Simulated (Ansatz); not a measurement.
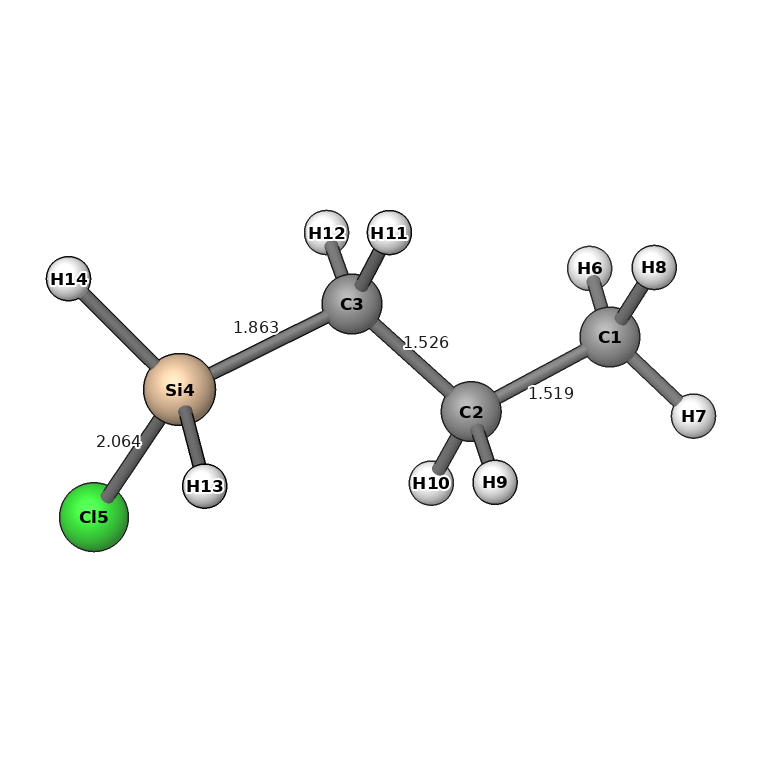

The numbers beside the sticks are distances in Å. Sticks don't show bond order. Computed geometry: PBE0-D4/def2-TZVP optimisation. No frequency run is at hand to confirm it as a minimum.

### Which of the marked bonds are single, double, triple or aromatic?

C1–C2 single; C2–C3 single; C3–Si4 single; Si4–Cl5 single.

### Write the SMILES.

CCC[SiH2]Cl
